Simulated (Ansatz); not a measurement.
CH4CuGe (SMILES [CH3][Ge][CuH-]) (charge −1, triplet)

Input

```
crystal:
  periodic: [false, false, false]
  atoms:
    - {symbol: C, position_ang: [-1.434386, 1.376233, -2.048096]}
    - {symbol: Cu, position_ang: [1.968297, 0.542551, -0.236555]}
    - {symbol: Ge, position_ang: [-0.384281, 0.783560, -0.389582]}
    - {symbol: H, position_ang: [-1.124336, 2.383597, -2.373028]}
    - {symbol: H, position_ang: [-2.516690, 1.405534, -1.840439]}
    - {symbol: H, position_ang: [-1.269444, 0.682216, -2.889292]}
    - {symbol: H, position_ang: [3.511727, 0.372078, -0.095641]}
basis:
  gaussian: {orbitals: def2-TZVPD}
total_charge: -1
magnetization: {spin_polarized: true, initial_magnetization: 2}
hamiltonian: {xc: {name: PBE0}}
output: {forces: true, orbitals: {seedname: orbitals}}
```

Run with:

```sh
ansatz run input.yaml --threads 2 --pin off --max-ram 4350MiB --events-out events.jsonl --progress --plain --runs-dir runs
```

Geometry: B3LYP-D3(BJ)/def2-SVPD.

These are results of isolated molecule in a Gaussian basis; Kohn-Sham density functional theory, functional PBE0 in Ansatz 0.2.0, not measurements.

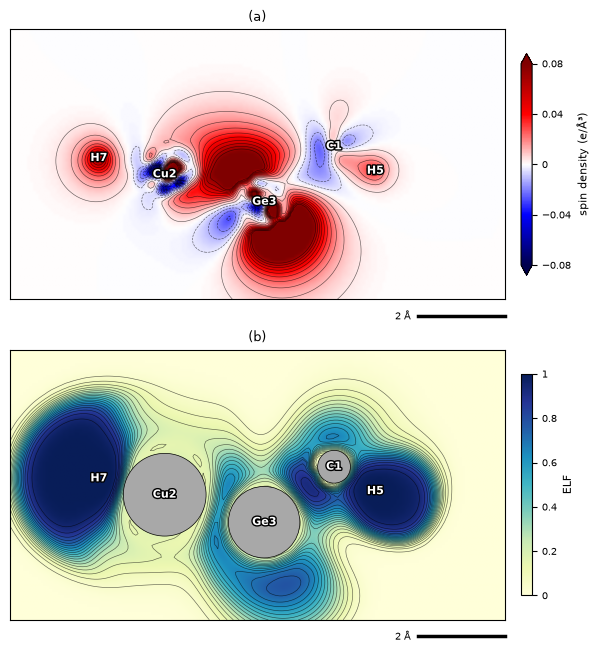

Figure 1. (a) spin density (α minus β); (b) electron localisation function on the plane of atoms C1, Ge3 and Cu2. Grey discs cover the atomic cores in the ELF map.

**What does the map show?**

Atoms in the plane: C, Cu, Ge and H.
C–Ge (2.05 Å): the ELF peaks at about 0.90 in the valence shell of C, 0.7 Å from its nucleus, and is about 0.70 at the midpoint.
Cu–Ge (2.37 Å): the ELF reaches about 0.60 near the midpoint.
C–H (1.10 Å): the ELF climbs to about 1 towards the hydrogen, as it does in any bond to H; an ordinary covalent bond to hydrogen.
Cu–H (1.56 Å): the ELF climbs to about 1 towards the hydrogen.
The unpaired spin (2 electrons) lies mostly on Ge3 (about 1.6) and Cu2 (about 0.3), in electrons by Hirshfeld's partition.

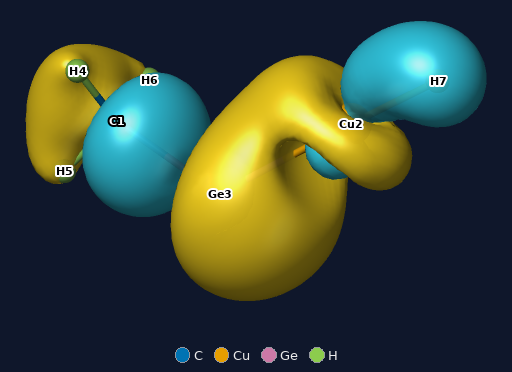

Figure 2. The HOMO−1 (β) at ±0.1 Å⁻³ᐟ² (yellow and cyan are the two phases), seen at a tilt.

**Describe this orbital and give its energy.**

It lies mainly on Cu2 (about 35 %), Ge3 (about 30 %), C1 (about 20 %) and H7 (about 5 %). Its energy is −2.32 eV.

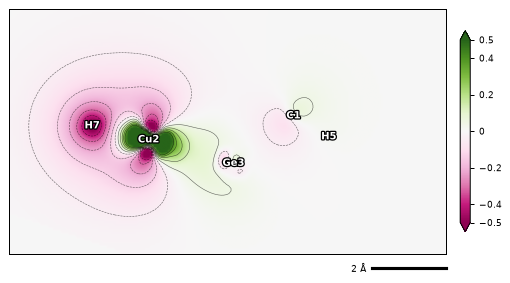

Figure 3. The HOMO (β) on the plane of atoms Ge3, C1 and H5 (values in Å⁻³ᐟ²; the overall sign is arbitrary).

**Describe this orbital and give its energy.**

By Hirshfeld shares it lies mainly on Cu2 (about 75 %) and H7 (about 25 %). Its energy is −1.62 eV.
